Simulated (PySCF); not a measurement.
# CH11PSi3: magnetic properties

Aim: compute the magnetic properties of CH11PSi3 (`[SiH3]C[SiH2]P[SiH3]`).

Computed with PySCF 2.14.0 and routines of our own; the level stands in each step. Atoms count from 0.

## 1. The system as given

16 atoms, charge 0, multiplicity 1; geometry from: GFN2-xTB.

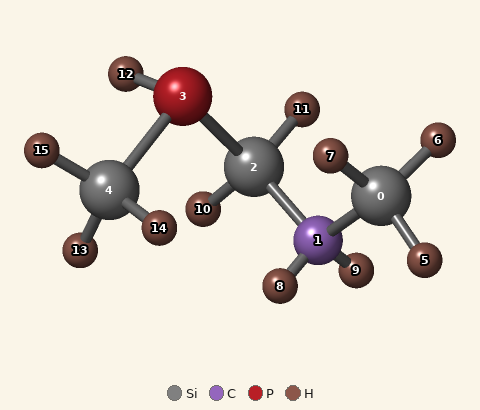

The starting geometry (silicon grey, carbon purple, phosphorus red, hydrogen brown).

## 2. Relaxing the molecule at PBE0-D3(BJ)/def2-SVP

The job: settings as JSON, then the geometry in Å.

```
{"job": {"xc": "PBE0", "basis": "def2-SVP", "d3": "d3bj", "grid": 1, "kind": "geom"}, "charge": 0, "multiplicity": 1}
Si    -2.275974     0.608361     0.586854
C     -1.170321    -0.070821    -0.803568
Si     0.024536    -1.449247    -0.277517
P      1.197127    -0.763944     1.500360
Si     2.294944     0.989824     0.679107
H     -3.099118     1.690638     0.035286
H     -3.153932    -0.456526     1.074280
H     -1.447578     1.131117     1.673542
H     -0.594065     0.753314    -1.225939
H     -1.797759    -0.448646    -1.609635
H      0.899432    -1.810594    -1.406443
H     -0.695190    -2.656150     0.144580
H      2.225336    -1.663405     1.316091
H      2.790867     0.792148    -0.687545
H      1.364088     2.118029     0.691039
H      3.430007     1.244846     1.565580
```

Started as:

```
> OMP_NUM_THREADS=1 python excited_run.py task.json out
```

One launch serves the whole session: the jobs run in the order shown.

Log:

```text
step   0  E = -1253.61161267  max force = 0.017290
step   1  E = -1253.61666360  max force = 0.003503
step   2  E = -1253.61688629  max force = 0.001051
step   3  E = -1253.61691762  max force = 0.000479
step   4  E = -1253.61692841  max force = 0.000326
optimisation converged
```

It took 28 s on 1 thread of Arm Neoverse V2, shared host; peak memory 0.63 GiB.

Step by step:

| step | energy from step 0 (eV) | largest force component (eV/Å) |
| --- | --- | --- |
| 0 | 0.0000 | 0.8891 |
| 1 | -0.1374 | 0.1801 |
| 2 | -0.1435 | 0.0540 |
| 3 | -0.1444 | 0.0246 |
| 4 | -0.1446 | 0.0168 |

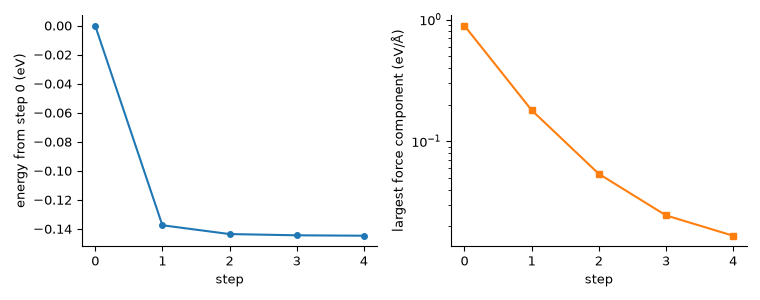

Energy and largest force along the relaxation.

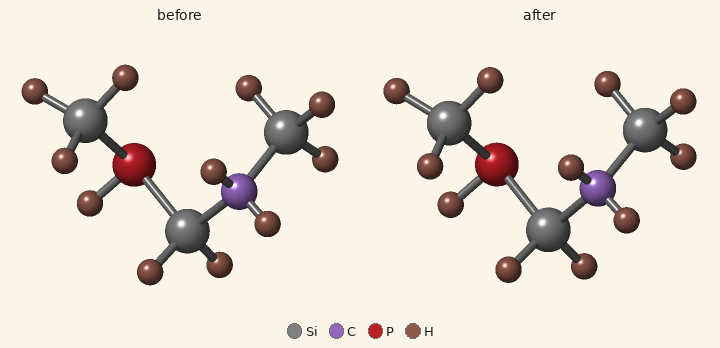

The geometry before (left) and after (right).

Close pairs (by a distance rule), those that changed most:

| bond | before (Å) | after (Å) | change (Å) |
| --- | --- | --- | --- |
| P3–H12 | 1.378 | 1.429 | +0.051 |
| P3–Si4 | 2.226 | 2.260 | +0.034 |
| Si2–P3 | 2.237 | 2.270 | +0.033 |
| Si4–H14 | 1.463 | 1.494 | +0.032 |
| Si0–H7 | 1.463 | 1.494 | +0.031 |
| Si0–H6 | 1.464 | 1.495 | +0.031 |
| Si4–H15 | 1.463 | 1.493 | +0.030 |
| Si4–H13 | 1.467 | 1.497 | +0.030 |

The final coordinates are the input of the step that follows.

| at the end point | value |
| --- | --- |
| point group (found at 0.08 Å tolerance) | C1 |
| rotational constants (GHz, main isotopes) | 2.360, 1.073, 0.944 |
| dipole moment (D) | 1.42 |

## 3. Magnetic properties: GIAO B3LYP/pcseg-1

The job: settings as JSON, then the geometry in Å.

```
{"job": {"kind": "mag", "xc": "B3LYP", "basis": "pcseg-1"}, "charge": 0, "multiplicity": 1}
Si    -2.456928     0.655922     0.609916
C     -1.348205    -0.010313    -0.760781
Si    -0.203253    -1.421010    -0.270711
P      0.931264    -0.826073     1.603667
Si     2.003750     0.928772     0.666596
H     -3.336239     1.744863     0.083183
H     -3.320382    -0.437352     1.151477
H     -1.628910     1.209133     1.723825
H     -0.743479     0.822720    -1.159429
H     -1.984700    -0.362747    -1.591065
H      0.728007    -1.753138    -1.394901
H     -1.004369    -2.641077     0.053705
H      2.001950    -1.748335     1.390608
H      2.465295     0.670788    -0.734249
H      1.049475     2.078418     0.644177
H      3.181981     1.286703     1.510693
```

Level: GIAO B3LYP/pcseg-1 magnetisability, rotational g tensor and spin-rotation constants, non-relativistic, gas phase.

Log:

```text
coarse grid: 14408 points
cycle   1  E = -1254.5368827957  dE = -1.600e-01  |g| = 3.549e-01  |ddm| = 3.850e+00
cycle   2  E = -1254.5202792192  dE =  1.660e-02  |g| = 4.224e-01  |ddm| = 8.422e-01
cycle   3  E = -1254.5706120190  dE = -5.033e-02  |g| = 4.797e-02  |ddm| = 4.953e-01
cycle   4  E = -1254.5712615249  dE = -6.495e-04  |g| = 1.635e-02  |ddm| = 8.714e-02
cycle   5  E = -1254.5713596611  dE = -9.814e-05  |g| = 3.598e-03  |ddm| = 3.656e-02
cycle   6  E = -1254.5713648665  dE = -5.205e-06  |g| = 8.270e-04  |ddm| = 8.511e-03
final grid: 118008 points
cycle   7  E = -1254.5950384202  dE = -7.051e-06  |g| = 3.222e-03  |ddm| = 1.608e-02
cycle   8  E = -1254.5950360762  dE =  2.344e-06  |g| = 4.339e-03  |ddm| = 9.361e-03
cycle   9  E = -1254.5950416369  dE = -5.561e-06  |g| = 3.294e-04  |ddm| = 5.155e-03
cycle  10  E = -1254.5950416726  dE = -3.578e-08  |g| = 6.741e-05  |ddm| = 5.933e-04
cycle  11  E = -1254.5950416740  dE = -1.387e-09  |g| = 2.276e-05  |ddm| = 1.450e-04
cycle  12  E = -1254.5950416742  dE = -2.024e-10  |g| = 4.440e-06  |ddm| = 5.055e-05
converged SCF energy = -1254.5950416742

Magnetisability tensor (1e-30 J/T^2)
    -1562.90       36.22       -2.41
       36.22    -1552.98       -6.72
       -2.41       -6.72    -1531.74
isotropic -1549.20   principal values   -1594.60  -1534.89  -1518.11
isotropic susceptibility -93.295 1e-6 cm^3/mol

Inertial axes            a          b          c
rot. const./GHz      2.3602     1.0732     0.9440
chi total           -94.221    -93.714    -91.951
chi diamagnetic    -660.365  -1255.048  -1414.421
chi paramagnetic    566.145   1161.334   1322.470
quadrupole/D A        2.433      0.387     -2.820
g nuclear            0.5992     0.5729     0.5755
g electronic        -0.6277    -0.5856    -0.5865
g total             -0.0285    -0.0126    -0.0111

Spin-rotation constants (kHz, H = +C I.J)
atom  isotope        aa         bb         cc
  3    31P        1.802      0.865      0.907
  5     1H       -0.073     -0.041     -0.068
  6     1H       -0.140     -0.045     -0.040
  7     1H       -0.066     -0.058     -0.056
  8     1H       -0.219     -0.074     -0.061
  9     1H       -0.132     -0.097     -0.075
 10     1H       -0.143     -0.071     -0.005
 11     1H       -0.144     -0.015     -0.055
 12     1H       -0.111     -0.060     -0.104
 13     1H       -0.204     -0.077      0.014
 14     1H       -0.079     -0.017     -0.092
 15     1H        0.031     -0.081     -0.076
  0   29Si*      -1.347     -0.597     -0.503
  1    13C*       0.207      0.105      0.087
  2   29Si*      -1.365     -0.671     -0.572
  4   29Si*      -1.404     -0.579     -0.507
* in the singly substituted isotopologue
```

Wall time 23 s (1 thread of Arm Neoverse V2, shared host); peak memory 0.76 GiB.

Key values:

| quantity | value |
| --- | --- |
| magnetisability | -1549·10⁻³⁰ J/T² |
| molar susceptibility | -93.3·10⁻⁶ cm³/mol |
| rotational g (a, b, c) | -0.0285, -0.0126, -0.0111 |

Orbitals, density, ELF and potential are computed afterwards from the orbital file.

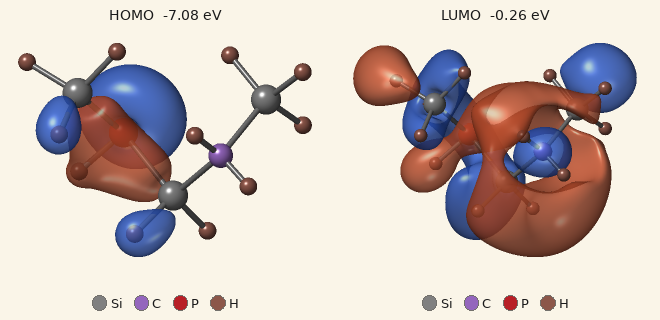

B3LYP/pcseg-1 orbitals near the gap, drawn at the value that encloses 70 % of each; the two colours are the two signs.

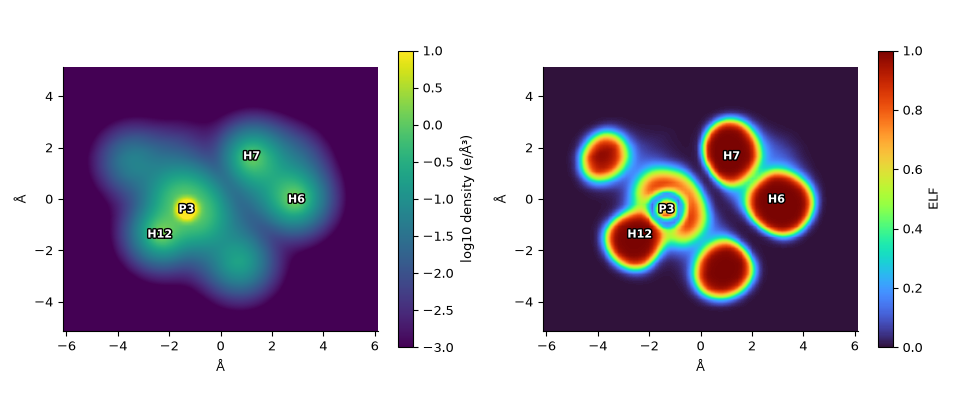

Density (left) and ELF (right) in a plane through or near 4 of the atoms.

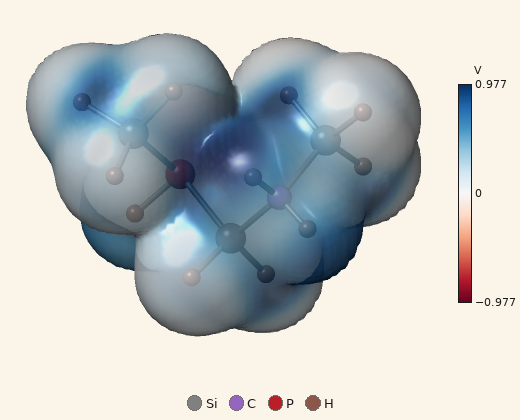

The potential that a unit positive charge feels on the 0.002 e/bohr³ surface, from the 1st to the 99th percentile, from -0.84 V near P3 to 0.98 V near H9.

## 4. Results

| quantity | value |
| --- | --- |
| point group | C1 |
| rotational constants (main isotopes) | 2.36, 1.07, 0.94 GHz |
| magnetisability (step 3, GIAO B3LYP/pcseg-1) | -1549·10⁻³⁰ J/T² |
| molar susceptibility (step 3, GIAO B3LYP/pcseg-1) | -93.3·10⁻⁶ cm³/mol |
| rotational g (a, b, c) (step 3, GIAO B3LYP/pcseg-1) | -0.0285, -0.0126, -0.0111 |
| surface potential, 1st and 99th percentile | -0.84 V and 0.98 V |

What this shows: Over 4 steps the energy fell by 0.145 eV; of the close pairs, P3–H12 changed most, 1.378 to 1.429 Å. Vibrational averaging and real surroundings are missing from these values.
